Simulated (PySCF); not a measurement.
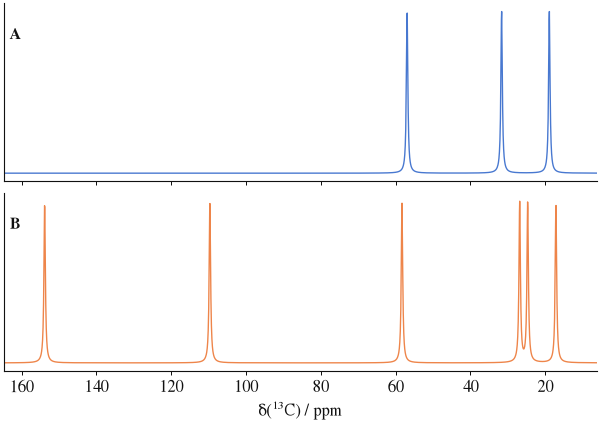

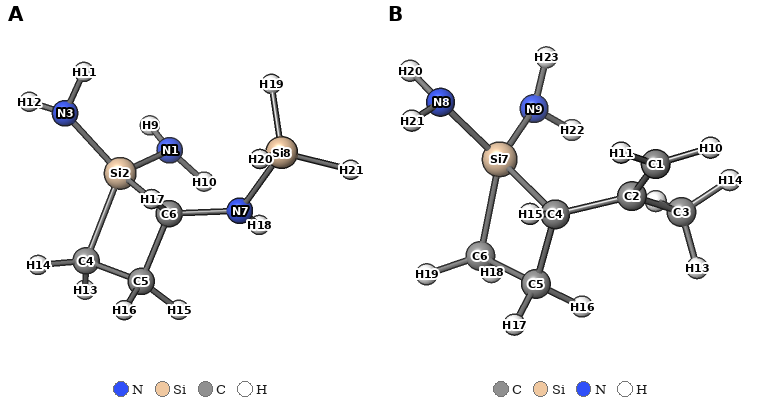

Related molecules: A is C₃H₁₃N₃Si₂, SMILES N[Si]1(N)CC[C@H]1N[SiH3]; B is C₆H₁₄N₂Si, SMILES C=C(C)[C@@H]1CC[Si]1(N)N. GIAO ¹³C shifts against TMS, PBE0/pcSseg-1 with PySCF 2.14.0, at a GFN2-xTB geometry (no frequency check); fully decoupled, line heights follow the number of nuclei within a panel, widths are arbitrary (no quadrupolar broadening); values of one conformer, averaged over nuclei that symmetry, rotation about single bonds or inversion at nitrogen exchange, these motions taken as fast; other conformers aren't averaged in.

**Assign the ¹³C signals of each molecule.**

A: 56.9 (C6); 31.7 (C5); 18.9 (C4)
B: 153.8 (C2); 109.7 (C1); 58.3 (C4); 26.8 (C6); 24.7 (C3); 17.1 (C5)

Limits of at least one run: the tight-binding geometry is rougher than a DFT one and adds to the error.
